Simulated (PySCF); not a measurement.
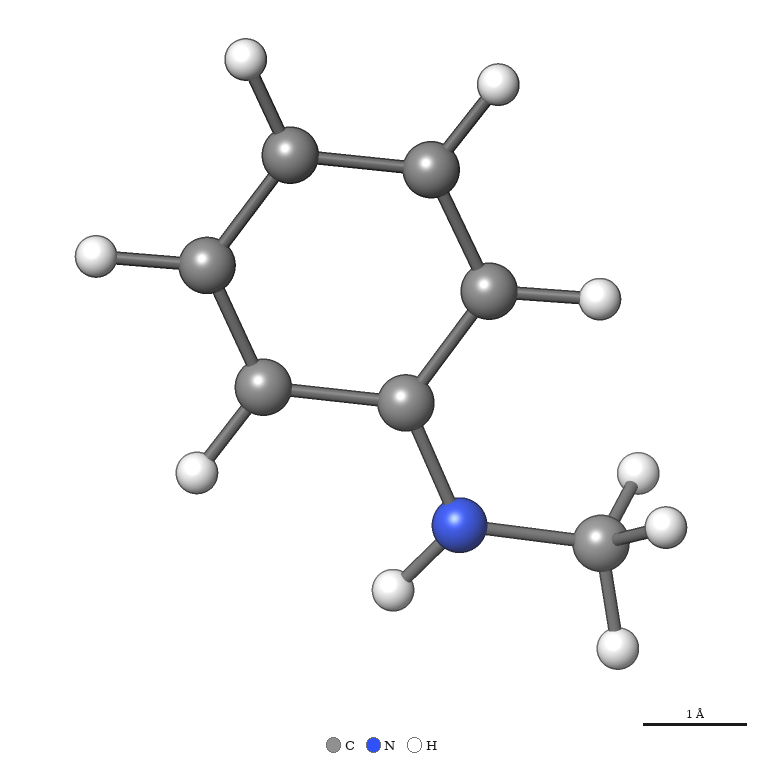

Ball-and-stick drawing of a structure.

The computed structure is the end point of a PBE0-D3(BJ)/def2-SVP optimisation. No frequency run is at hand to confirm it as a minimum.

What does the picture show?

It has 17 atoms: 7 carbon, 9 hydrogen and 1 nitrogen (C7H9N). SMILES: `CNc1ccccc1`. Independent rings (smallest set): 1 of 6 members, 1 of them aromatic. Coordination, clear cases only: 1 C tetrahedral; 6 C trigonal planar.

The parts below concern this one geometry. Atoms keep their numbers from picture to picture.

Geometry

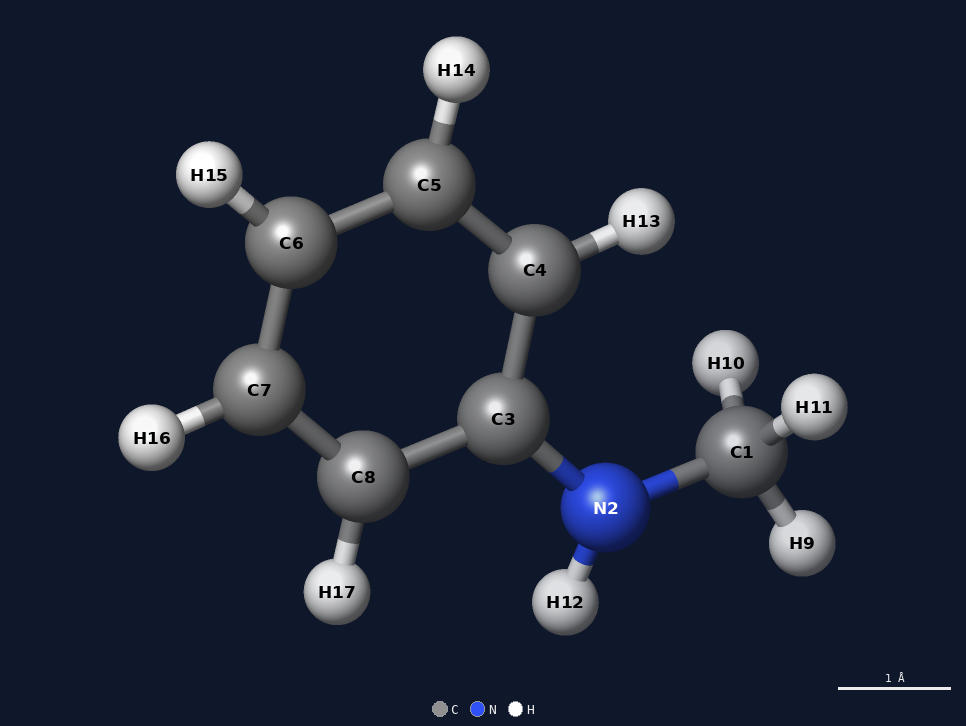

Numbered structure. No frequency run is at hand to confirm it as a minimum.

Give these bond angles: C1–N2–H12, N2–C1–H9, N2–C1–H10, C3–N2–H12, C3–C8–C7, C3–C8–H17, C4–C5–C6, C5–C6–C7, C6–C5–H14, C6–C7–C8, C6–C7–H16, C7–C6–H15.

```
    angle  degrees
C1–N2–H12    116.9
 N2–C1–H9    109.2
N2–C1–H10    113.4
C3–N2–H12    115.8
 C3–C8–C7    120.9
C3–C8–H17    119.1
 C4–C5–C6    121.2
 C5–C6–C7    118.7
C6–C5–H14    119.9
 C6–C7–C8    120.8
C6–C7–H16    120.0
C7–C6–H15    120.6
```

Bond orders

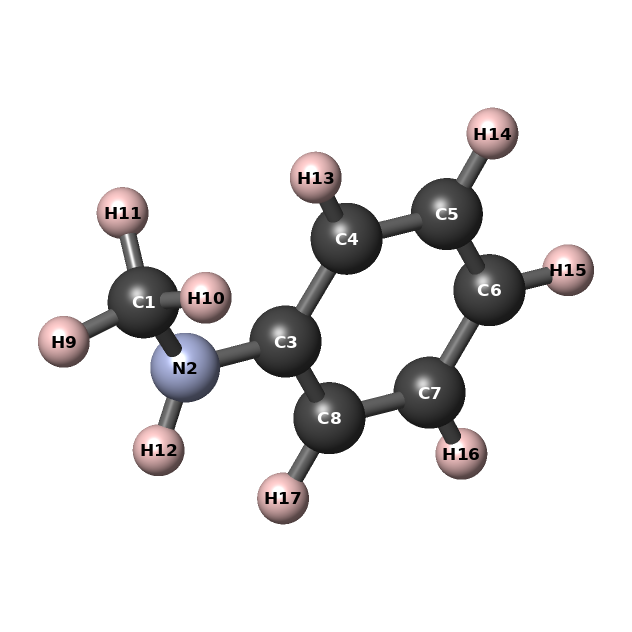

Every bond is drawn as one stick. No frequency run is at hand to confirm it as a minimum. Level of theory: PBE0/pcSseg-1 in benzene (IEF-PCM) (PySCF 2.14.0).

Which bond between heavy atoms has the lowest Mayer bond order?

C1–N2, 0.98, at 1.432 Å.

List the Mayer bond orders of C1–N2, N2–C3, C3–C4, C3–C8, C4–C5, C5–C6, C6–C7, C7–C8 (bonds between heavy atoms, one of each equivalent set).

```json
{"bond": "C1–N2", "Mayer order": "0.98", "length (Å)": "1.432"}
{"bond": "N2–C3", "Mayer order": "1.09", "length (Å)": "1.374"}
{"bond": "C3–C4", "Mayer order": "1.33", "length (Å)": "1.407"}
{"bond": "C3–C8", "Mayer order": "1.32", "length (Å)": "1.410"}
{"bond": "C4–C5", "Mayer order": "1.46", "length (Å)": "1.393"}
{"bond": "C5–C6", "Mayer order": "1.43", "length (Å)": "1.392"}
{"bond": "C6–C7", "Mayer order": "1.40", "length (Å)": "1.397"}
{"bond": "C7–C8", "Mayer order": "1.50", "length (Å)": "1.387"}
```

Ring current

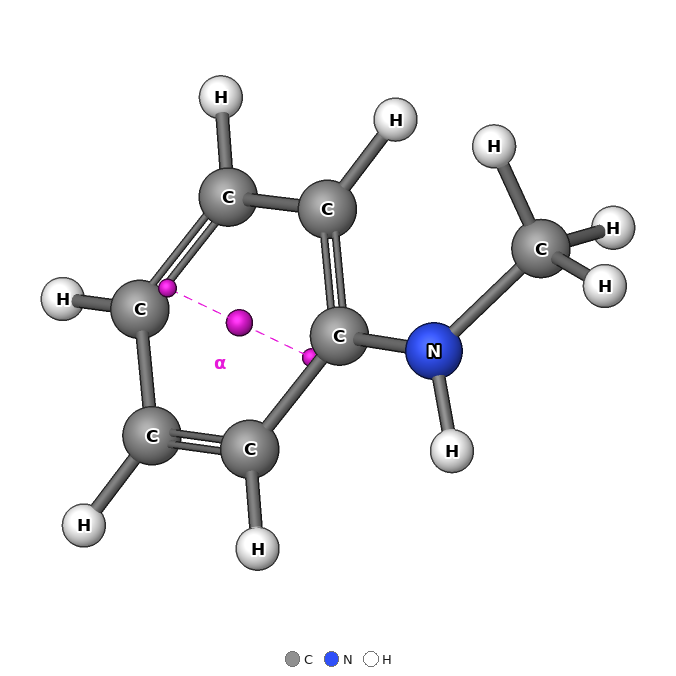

The small points mark where nucleus-independent chemical shifts (NICS) were computed: at the centre of each lettered ring and 1 Å above and below it. No frequency run is at hand to confirm it as a minimum. Method: GIAO PBE0/pcSseg-1 NMR shielding, non-relativistic, IEF-PCM benzene (PySCF 2.14.0).

Give NICS(0), NICS(1) and the out-of-plane component NICS(1)zz for each ring (means of the two sides).

```json
{"ring": "α", "members": "C6", "NICS(0)": "−8.2", "NICS(1)": "−10.3", "NICS(1)zz": "−25.0"}
```

Values in ppm.

What do the values say about the ring currents?

Ring α: diatropic, as in an aromatic ring. NICS is one index among several.

NMR shielding

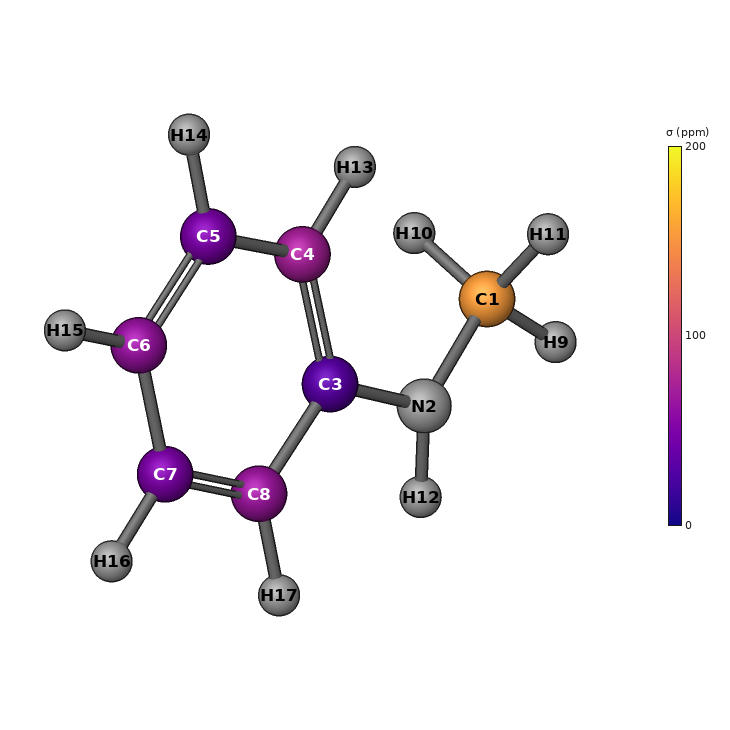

Atoms are coloured by their isotropic NMR shieldings (C only, the others grey). No frequency run is at hand to confirm it as a minimum. Level of theory: GIAO PBE0/pcSseg-1 NMR shielding, non-relativistic, IEF-PCM benzene (PySCF 2.14.0).

Give the isotropic NMR shieldings of the C atoms atom by atom.

| atom | σ (ppm) |
| --- | --- |
| C1 | 154.6 |
| C3 | 31.7 |
| C4 | 73.4 |
| C5 | 49.1 |
| C6 | 64.4 |
| C7 | 49.7 |
| C8 | 67.2 |
